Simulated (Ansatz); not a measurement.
# C2H8OSi (SMILES CC[SiH2]O) at HF/cc-pVDZ

What is the vertical ionisation energy of C2H8OSi at HF/cc-pVDZ? 

The calculation is run with Ansatz 0.2.0.

73 further runs of the same task are left out: 73 set aside as unsound or not needed.

### Step 1. The system as given

C2H8OSi has 12 atoms, charge 0, and is taken as a singlet. SMILES: `CC[SiH2]O`. Geometry: relaxed at PBE0-D4/def2-TZVP. This is one conformer, not always the lowest.

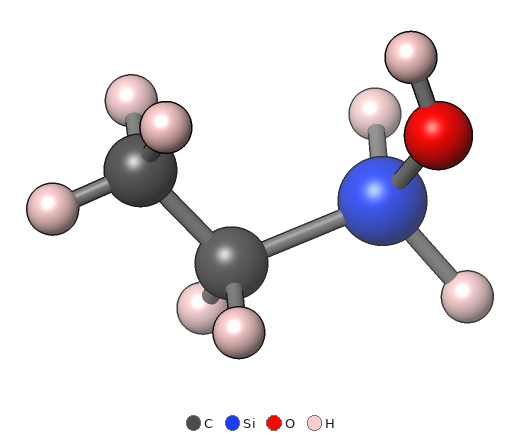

Viewed from a chosen angle; carbon dark grey, silicon blue, oxygen red, hydrogen pink.

### Step 2. The energy at HF/cc-pVDZ

job.yaml reads:

```yaml
crystal:
  periodic: [false, false, false]
  atoms:
    - {symbol: C, position_ang: [-1.462000, -0.315100, -0.130400]}
    - {symbol: C, position_ang: [-0.193100, -0.595200, 0.670600]}
    - {symbol: Si, position_ang: [1.348100, 0.138200, -0.088600]}
    - {symbol: O, position_ang: [1.258000, 1.782700, -0.229600]}
    - {symbol: H, position_ang: [-1.384700, -0.701300, -1.150800]}
    - {symbol: H, position_ang: [-1.659100, 0.758300, -0.198700]}
    - {symbol: H, position_ang: [-2.341400, -0.775300, 0.326800]}
    - {symbol: H, position_ang: [-0.292100, -0.210900, 1.691700]}
    - {symbol: H, position_ang: [-0.031100, -1.675800, 0.767200]}
    - {symbol: H, position_ang: [1.555800, -0.473500, -1.435500]}
    - {symbol: H, position_ang: [2.530600, -0.124900, 0.769100]}
    - {symbol: H, position_ang: [0.748100, 2.137600, -0.957900]}
basis:
  gaussian:
    orbitals: cc-pVDZ
hamiltonian:
  xc: hf
accuracy: high
output: {orbitals: {seedname: orbitals}}
```

The run is started by

```
$ ansatz run job.yaml --threads 1 --pin off --max-ram 3480MiB --events-out events.jsonl --progress --plain --runs-dir runs
```

The log of the run:

```text
Warning: RAYON_NUM_THREADS=1 ignored (pool sized by the plan → 1); use --threads N
Functional definition: HF
  name "HF"
  exchange = exact_x
  correlation = 0
2427 factors; integrals over basis functions are off by at most 3.9e-9 eV
mean field evaluation 1: about -12084.8639 eV, gradient 3.8e1 eV
mean field evaluation 2: about -12084.9663 eV, gradient 3.8e1 eV
mean field evaluation 4: about -12088.2467 eV, gradient 3.5e0 eV
mean field evaluation 8: about -12088.2885 eV, gradient 1.4e-4 eV
mean field -12088.28846223 eV, -444.2364072509 hartree, gradient 4.0e-8 eV, S^2 0.000000; 0 other end points of the search recorded, 0 dependent functions left out
reference -12088.28846223 eV, -444.2364072509 hartree; 21, 21 occupied and 79, 79 virtual orbitals, 2427 factors
Total energy: -12088.28846223 eV, -444.2364072509 hartree
```

It took 1.8 s on 1 thread of AMD EPYC 9R45 (Zen 5), shared host; peak memory 0.33 GiB.

### Step 3. The doublet cation, same level

run.yaml reads:

```yaml
crystal:
  periodic: [false, false, false]
  atoms:
    - {symbol: C, position_ang: [-1.462000, -0.315100, -0.130400]}
    - {symbol: C, position_ang: [-0.193100, -0.595200, 0.670600]}
    - {symbol: Si, position_ang: [1.348100, 0.138200, -0.088600]}
    - {symbol: O, position_ang: [1.258000, 1.782700, -0.229600]}
    - {symbol: H, position_ang: [-1.384700, -0.701300, -1.150800]}
    - {symbol: H, position_ang: [-1.659100, 0.758300, -0.198700]}
    - {symbol: H, position_ang: [-2.341400, -0.775300, 0.326800]}
    - {symbol: H, position_ang: [-0.292100, -0.210900, 1.691700]}
    - {symbol: H, position_ang: [-0.031100, -1.675800, 0.767200]}
    - {symbol: H, position_ang: [1.555800, -0.473500, -1.435500]}
    - {symbol: H, position_ang: [2.530600, -0.124900, 0.769100]}
    - {symbol: H, position_ang: [0.748100, 2.137600, -0.957900]}
basis:
  gaussian:
    orbitals: cc-pVDZ
total_charge: 1
magnetization:
  spin_polarized: true
  initial_magnetization: 1
hamiltonian:
  xc: hf
accuracy: high
output:
  orbitals: {seedname: orbitals}
```

The run is started by

```
$ ansatz run run.yaml --threads 1 --pin off --max-ram 3480MiB --events-out events.jsonl --progress --plain --runs-dir runs
```

The log of the run:

```text
Warning: RAYON_NUM_THREADS=1 ignored (pool sized by the plan → 1); use --threads N
Functional definition: HF
  name "HF"
  exchange = exact_x
  correlation = 0
2427 factors; integrals over basis functions are off by at most 3.8e-9 eV
mean field evaluation 1: about -12069.4655 eV, gradient 4.0e1 eV
mean field evaluation 2: about -12069.5809 eV, gradient 4.0e1 eV
mean field evaluation 4: about -12076.9842 eV, gradient 4.2e0 eV
mean field evaluation 8: about -12077.4191 eV, gradient 1.2e0 eV
mean field evaluation 16: about -12078.3976 eV, gradient 2.2e-1 eV
mean field evaluation 32: about -12078.1204 eV, gradient 5.9e-1 eV
mean field evaluation 64: about -12070.2797 eV, gradient 3.6e1 eV
mean field evaluation 96: about -12076.0524 eV, gradient 2.9e0 eV
mean field evaluation 128: about -12077.0409 eV, gradient 1.4e0 eV
mean field -12078.39868930 eV, -443.8729647990 hartree, gradient 2.6e-8 eV, S^2 0.765638; 2 other end points of the search recorded, 0 dependent functions left out
reference -12078.39868930 eV, -443.8729647990 hartree; 21, 20 occupied and 79, 80 virtual orbitals, 2427 factors
Total energy: -12078.39868930 eV, -443.8729647990 hartree
```

It took 6 s on 1 thread of AMD EPYC 9R45 (Zen 5), shared host; peak memory 0.5 GiB.

### Step 4. Results

At HF/cc-pVDZ:

| quantity | value |
| --- | --- |
| singlet C2H8OSi: total energy | -444.23641 Eh |
| singlet C2H8OSi: HOMO energy | -11.28 eV |
| singlet C2H8OSi: LUMO energy | 4.23 eV |
| singlet C2H8OSi: HOMO–LUMO gap | 15.51 eV |
| doublet cation: total energy | -443.87296 Eh |
| doublet cation: HOMO energy (highest over α and β) | -17.94 eV |
| doublet cation: LUMO energy (lowest over α and β) | -8.47 eV |
| doublet cation: ⟨S²⟩ | 0.766 |
| vertical ionisation energy (to the doublet cation) | 9.890 eV |

**Reading.** The vertical ionisation energy comes to 9.89 eV (228 kcal/mol). −ε(HOMO) before ionisation, 11.28 eV, is 1.39 eV above this ionisation energy.
